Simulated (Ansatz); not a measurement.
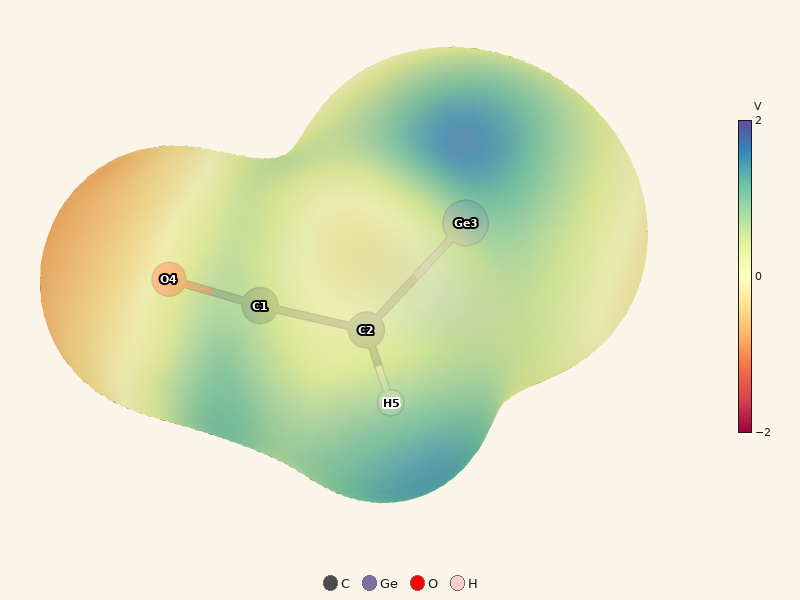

Figure 1: C₂HGeO (SMILES O=[C][CH]=[Ge]) (doublet). The molecular electrostatic potential painted on the density surface at 0.002 e/bohr³, seen at a tilt; red is negative and blue positive.

Geometry: B3LYP-D3(BJ)/def2-SVP.

Method: isolated molecule in a Gaussian basis; Kohn-Sham density functional theory, functional PBE0 (Ansatz).

```xyz
5

C    -0.9125    1.8273   -1.3688
C    -1.1042    1.1305   -0.2550
Ge    0.3600    1.3565    1.0138
O    -0.6800    2.4613   -2.3147
H    -1.9998    0.5164   -0.1185
```

Where is the surface potential most negative and most positive?

Answer. The most negative region (about −0.8 V) lies over O4, the most positive (about +1.6 V) over Ge3.

How polar is the molecule by this calculation?

Answer. Its dipole moment is 1.36 D.
